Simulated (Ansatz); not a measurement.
System: rock-salt MgS. Method: PBE0-D3(BJ) in Ansatz (PAW).

Run with plane-wave cutoff 460 eV, 8×8×8 k mesh, Fermi–Dirac smearing 0.01 eV, scalar-relativistic PAW data made under PBE.

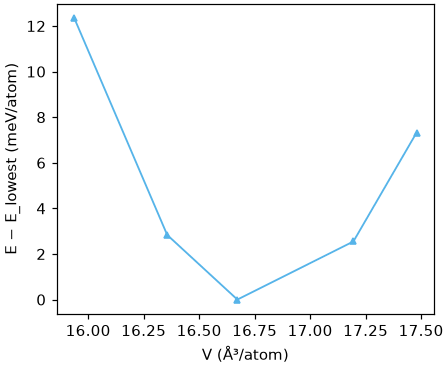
Figure. Total energy against volume

Q: From the curve, estimate the equilibrium volume and the bulk modulus.

A: V0 ≈ 16.8 Å³/atom and B0 ≈ 88 GPa; the fit gives V0 = 16.777 Å³/atom, B0 = 87.6 GPa, B′ = 4.0.

Measured, for comparison: bulk modulus 81 GPa, equilibrium volume per atom 17.45 Å³/atom (corrected for zero-point motion; as tabulated in Goldzak et al. (2022), arXiv:2208.04865). Computed (rounded) less measured: bulk modulus +8 %, equilibrium volume per atom -3.8 %.

Computed values are for the static lattice.

Ansatz is a first-principles code.
